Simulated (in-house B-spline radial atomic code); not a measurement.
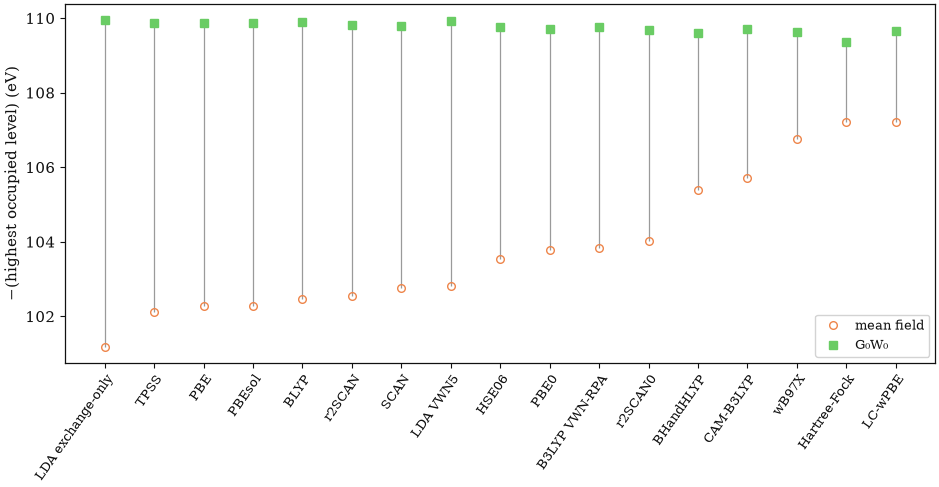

Binding energy of the highest level (4s) of Kr⁶⁺ ([Ar] 3d¹⁰ 4s²) on 17 mean-field starts and after G₀W₀. All-electron spherical atom, scalar X2C, no spin-orbit coupling, Breit or QED terms; computed with a B-spline radial code.

How much does the result depend on the start?

Answer. The mean-field values spread from 101.18 eV (LDA exchange-only) to 107.22 eV (LC-wPBE); after G₀W₀ they lie between 109.37 eV (Hartree-Fock) and 109.95 eV (LDA exchange-only), so the spread shrinks from 6.04 to 0.58 eV.

```json
{"Start": "LDA exchange-only", "Mean field (eV)": "101.18", "G₀W₀ (eV)": "109.95", "RPA correlation (hartree)": "−2.328"}
{"Start": "TPSS", "Mean field (eV)": "102.12", "G₀W₀ (eV)": "109.86", "RPA correlation (hartree)": "−2.315"}
{"Start": "PBE", "Mean field (eV)": "102.28", "G₀W₀ (eV)": "109.86", "RPA correlation (hartree)": "−2.324"}
{"Start": "PBEsol", "Mean field (eV)": "102.29", "G₀W₀ (eV)": "109.88", "RPA correlation (hartree)": "−2.326"}
{"Start": "BLYP", "Mean field (eV)": "102.46", "G₀W₀ (eV)": "109.88", "RPA correlation (hartree)": "−2.326"}
{"Start": "r2SCAN", "Mean field (eV)": "102.54", "G₀W₀ (eV)": "109.81", "RPA correlation (hartree)": "−2.292"}
{"Start": "SCAN", "Mean field (eV)": "102.75", "G₀W₀ (eV)": "109.80", "RPA correlation (hartree)": "−2.291"}
{"Start": "LDA VWN5", "Mean field (eV)": "102.81", "G₀W₀ (eV)": "109.92", "RPA correlation (hartree)": "−2.328"}
{"Start": "HSE06", "Mean field (eV)": "103.54", "G₀W₀ (eV)": "109.75", "RPA correlation (hartree)": "−2.277"}
{"Start": "PBE0", "Mean field (eV)": "103.77", "G₀W₀ (eV)": "109.72", "RPA correlation (hartree)": "−2.273"}
{"Start": "B3LYP VWN-RPA", "Mean field (eV)": "103.83", "G₀W₀ (eV)": "109.77", "RPA correlation (hartree)": "−2.285"}
{"Start": "r2SCAN0", "Mean field (eV)": "104.01", "G₀W₀ (eV)": "109.68", "RPA correlation (hartree)": "−2.252"}
{"Start": "BHandHLYP", "Mean field (eV)": "105.40", "G₀W₀ (eV)": "109.61", "RPA correlation (hartree)": "−2.227"}
{"Start": "CAM-B3LYP", "Mean field (eV)": "105.72", "G₀W₀ (eV)": "109.70", "RPA correlation (hartree)": "−2.266"}
{"Start": "wB97X", "Mean field (eV)": "106.76", "G₀W₀ (eV)": "109.62", "RPA correlation (hartree)": "−2.258"}
{"Start": "Hartree-Fock", "Mean field (eV)": "107.21", "G₀W₀ (eV)": "109.37", "RPA correlation (hartree)": "−2.142"}
{"Start": "LC-wPBE", "Mean field (eV)": "107.22", "G₀W₀ (eV)": "109.66", "RPA correlation (hartree)": "−2.271"}
```
